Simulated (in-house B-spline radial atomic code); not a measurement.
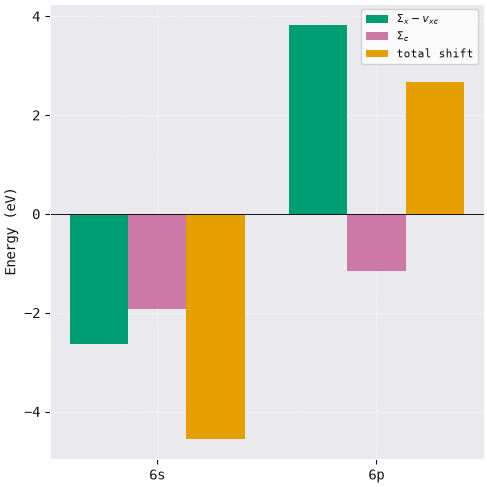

Parts of the G₀W₀ correction to each level for Tl⁺ ([Xe] 4f¹⁴ 5d¹⁰ 6s²). All-electron spherical atom, scalar X2C, PBE start, no spin-orbit coupling, Breit or QED terms; computed with a B-spline radial code, inside a hard wall of radius 12 bohr. The quasi-particle equation is solved at full frequency; levels of low quasi-particle weight Z are left out.

> How does G₀W₀ correct the levels?

G₀W₀ moves the highest occupied level, 6s, from −16.27 to −20.82 eV (renormalisation factor Z = 0.92). The empty level 6p goes from −8.23 to −5.56 eV.

```csv
Level,Mean field (eV),Σx − vxc (eV),Σc (eV),Z,G₀W₀ (eV)
6s,−16.27,−2.62,−1.92,0.92,−20.82
6p,−8.23,3.83,−1.16,0.95,−5.56
```

Limits of the model: relativistic terms absent here (spin-orbit coupling, Breit, QED) can be large for so heavy or highly charged an atom or ion.
